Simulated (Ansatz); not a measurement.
## TiTe2 (P-3m1): the Drude term of Re ε in the infrared

Re ε of TiTe2 (P-3m1) along x at low photon energies is read from one computed spectrum; the carriers' damping was typed as γ = 0.1 eV. x, y and z are the Cartesian axes of the input cell.

Cell: a, b, c = 3.777, 3.777, 6.498 Å (primitive vectors), 3 atoms.

Method: Ansatz 0.2.0, PBE, independent particles, k-mesh 15×15×7 with interpolation inside its cells, Gaussian parameter 0.15 eV.

Launch of the response step: `ansatz run input.yaml --threads 4 --pin off --max-ram 8192MiB --backend cpu --events-out ev --progress --plain --runs-dir out`. The run took 7.6 min, on 4 threads of Arm Neoverse V1, with other jobs on the host.

| photon energy E (eV) | wavelength (µm) | Re ε |
| --- | --- | --- |
| 0.25 | 4.96 | ? |
| 0.30 | 4.13 | -80.5 |
| 0.35 | 3.54 | -50.9 |
| 0.40 | 3.10 | -28.5 |
| 0.50 | 2.48 | -0.4 |
| 0.60 | 2.07 | 8.3 |
| 0.70 | 1.77 | 5.3 |

A Drude term over a constant background gives Re ε = ε_b − ωp²/(E² + γ²), linear in 1/(E² + γ²).

Working, on the rows shown:

| x = 1/(E² + γ²) (eV⁻²) | y = Re ε |
| --- | --- |
| 10 | -80.5 |
| 7.54717 | -50.9 |
| 5.88235 | -28.5 |
| 3.84615 | -0.4 |
| 2.7027 | 8.3 |
| 2 | 5.3 |

Means: x̄ = 5.3297, ȳ = -24.45. Σ(x − x̄)(y − ȳ) = -543.4, Σ(x − x̄)² = 47.22. Slope = -543.4 / 47.22 = -11.51; intercept = ȳ − slope · x̄ = 36.883. The line misses the rows shown by at most 8.6.

Question: Predict the last column of the withheld row from the fit.

Answer: At x = 13.793 the line gives y = -121.84. The run gave -122.3, so the extrapolation is off by 0.46, 0.3 % of the range in the table.

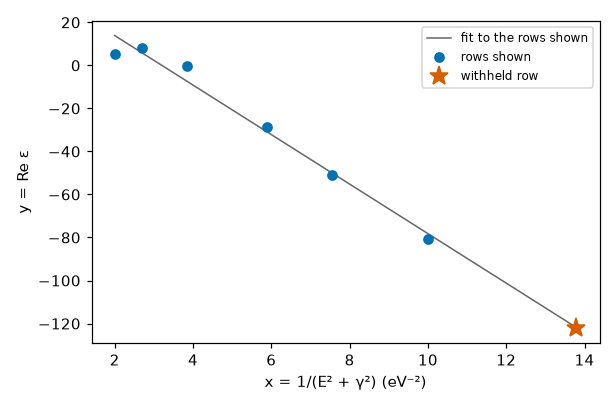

Refitted with all rows, the slope is -11.54 and the intercept 37.017. These give ωp = √(−slope) = 3.40 eV, against 3.45 eV from the program's Fermi-surface sum, and an intercept of 37.0. Taking the program's Drude term off the rows leaves 42 at the lowest energy and 29 at the highest, so the background isn't constant: interband transitions lie in or near the window, and neither fitted number can be trusted. The values come from a sum over the points of one k-mesh and carry its error, which is largest for Fermi-surface quantities. Spin-orbit coupling is left out.
